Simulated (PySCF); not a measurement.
## Electronic structure of C2H11OSi3 (SMILES C[Si](C[SiH3])O[SiH3]) (doublet) in real space

```yaml
atoms:
  - { symbol: Si, position_ang: [-0.1814, 1.3235, 0.0066] }
  - { symbol: O, position_ang: [-0.5213, 0.3968, 1.3579] }
  - { symbol: Si, position_ang: [0.1103, -0.4463, 2.6380] }
  - { symbol: C, position_ang: [-1.7749, 1.4651, -0.9747] }
  - { symbol: C, position_ang: [1.1635, 0.4614, -1.0017] }
  - { symbol: Si, position_ang: [0.8766, -1.3891, -1.2241] }
  - { symbol: H, position_ang: [-0.3724, -1.8567, 2.5897] }
  - { symbol: H, position_ang: [1.6060, -0.4360, 2.5925] }
  - { symbol: H, position_ang: [-0.3358, 0.1813, 3.9165] }
  - { symbol: H, position_ang: [-1.6119, 2.0171, -1.9130] }
  - { symbol: H, position_ang: [-2.5467, 1.9924, -0.3942] }
  - { symbol: H, position_ang: [-2.1576, 0.4597, -1.2184] }
  - { symbol: H, position_ang: [1.2133, 0.9514, -1.9898] }
  - { symbol: H, position_ang: [2.1484, 0.6062, -0.5261] }
  - { symbol: H, position_ang: [1.7889, -1.9644, -2.2612] }
  - { symbol: H, position_ang: [1.1252, -2.1046, 0.0650] }
  - { symbol: H, position_ang: [-0.5337, -1.6591, -1.6423] }
```

Geometry: PBE0-D3(BJ)/def2-SVP.

All numbers below come from UKS B3LYP, IGLO-III on C O Si, pcH-1 on H, non-relativistic, mean-field spin-orbit, GIAO in PySCF.

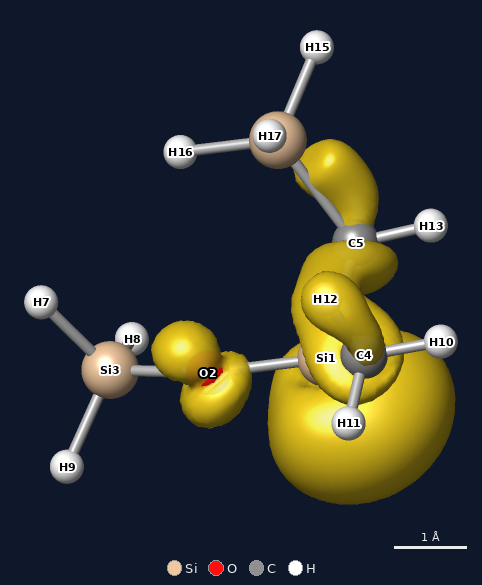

Figure 1. Isosurface of the spin density (α minus β) at +0.015 e/Å³ (yellow), seen at a tilt.

### Which atoms carry the spin?

The unpaired spin (1 electron) lies mostly on Si1 (about 0.7) and O2 (about 0.1), in electrons by Hirshfeld's partition.

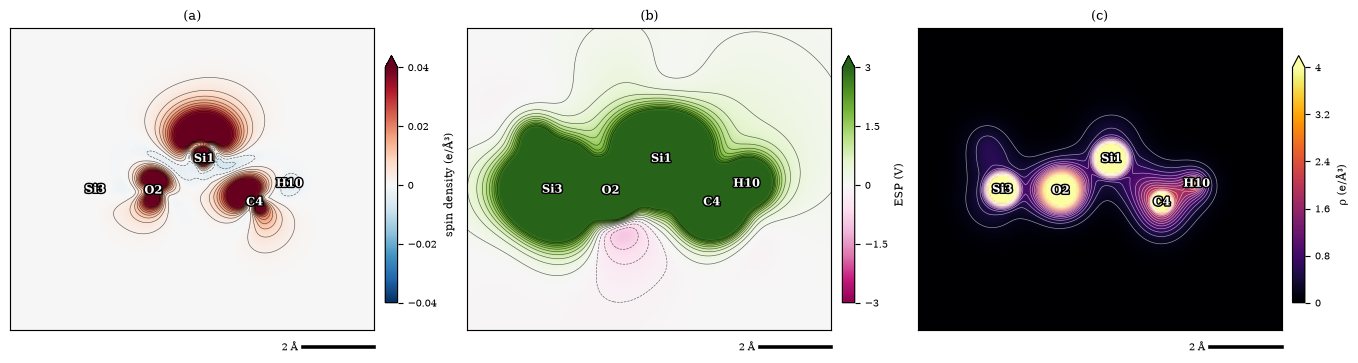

Figure 2. (a) spin density (α minus β); (b) molecular electrostatic potential; (c) total electron density on the plane of atoms O2, Si1 and C4.

### What do the fields say about this system?

Atoms in the plane: Si, O, C and H. Si–O (1.66 Å): ρ is about 1.1 e/Å³ halfway. C–Si (1.88 Å): the density is about 0.94 e/Å³ at the midpoint. C–H (1.10 Å): ρ at the midpoint is about 1.9 e/Å³.

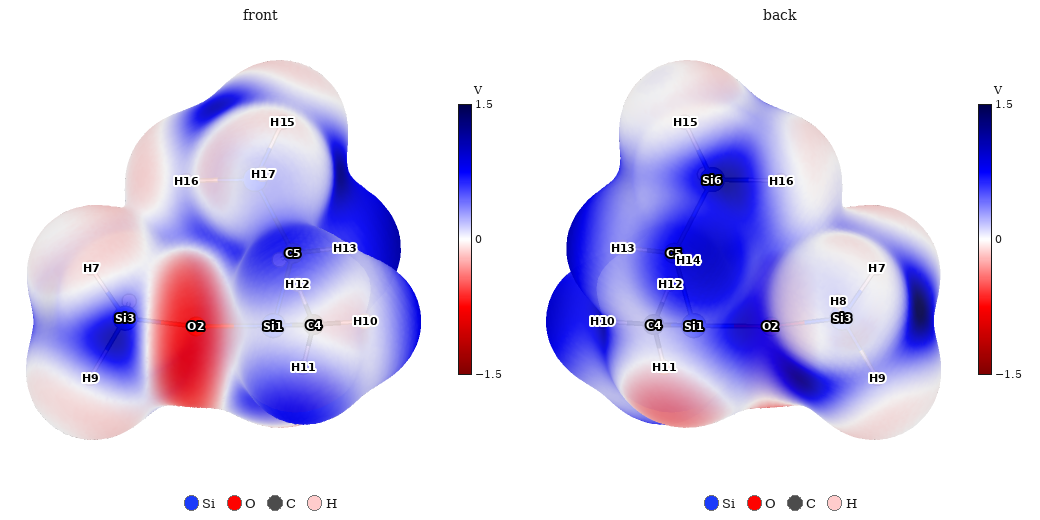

Figure 3. The molecular electrostatic potential painted on the density surface at 0.002 e/bohr³, seen from the front and from behind; red is negative and blue positive.

### Where is the surface potential most negative and most positive?

The most negative region (about −0.7 V) lies over O2, the most positive (about +1.2 V) over Si3 and Si6.
